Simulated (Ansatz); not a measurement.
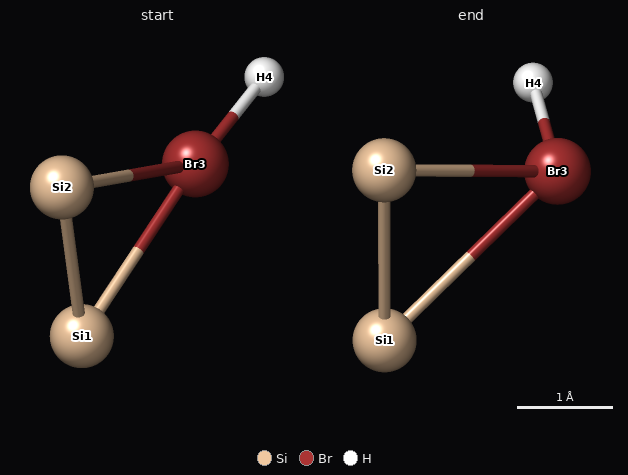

The structure of Si$_{2}$HBr before (left) and after (right) a relaxation, at one scale.

The picture is a ball-and-stick view, seen from a free direction.

It is one of the separated reactants of a reaction.

All numbers below come from RKS PBE-D4/def2-SVP in Ansatz. Settings: force threshold 0.03 eV/Å; at most 250 steps.

> Describe what moved and what it gained.

Over 7 geometry steps the energy falls by 1.404 eV. Largest force component: 2.4 eV/Å at the start, 0.012 eV/Å at the end. The atom that moves furthest after the best rigid fit is Br3 (0.59 Å). By element the largest moves are Br 0.59 Å, H 0.49 Å, Si 0.29 Å. Among the contacts that change: Si1–Br3 2.338 → 2.575 Å, Si2–Br3 2.729 → 2.575 Å, Si1–Si2 2.150 → 2.288 Å, Br3–H4 1.510 → 1.526 Å. Bond angles that change, for instance: Si1–Br3–H4 161.9° → 114.9°, Si2–Br3–H4 147.4° → 115.0°, Si2–Si1–Br3 74.7° → 63.6°.
